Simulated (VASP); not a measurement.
Energy against volume of Na (bcc). Computed with revTPSS meta-GGA, VASP's PBE PAW potentials (set 64) (plane waves; VASP).

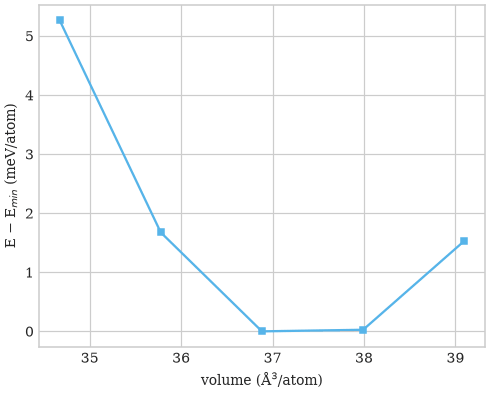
Fig. 1. Energy against volume

Question: Estimate the equilibrium volume and the bulk modulus.

Answer: The minimum lies near 37.4 Å³/atom, and the curvature gives B0 of about 7.8 GPa.

Measured: bulk modulus 7.9 GPa at 0 K (computed value off by -1.6 %), as given by Daniel Mejia-Rodriguez et al., Physical Review B (2018), arXiv:1807.09216 [0 K value with the zero-point phonon effect removed]; a 4.214 Å at 0 K (computed value off by +0.0 %), as given by Daniel Mejia-Rodriguez et al., Physical Review B (2018), arXiv:1807.09216 [static lattice: zero-point anharmonic expansion removed].

The compound is Na in the bcc structure. It was relaxed first.
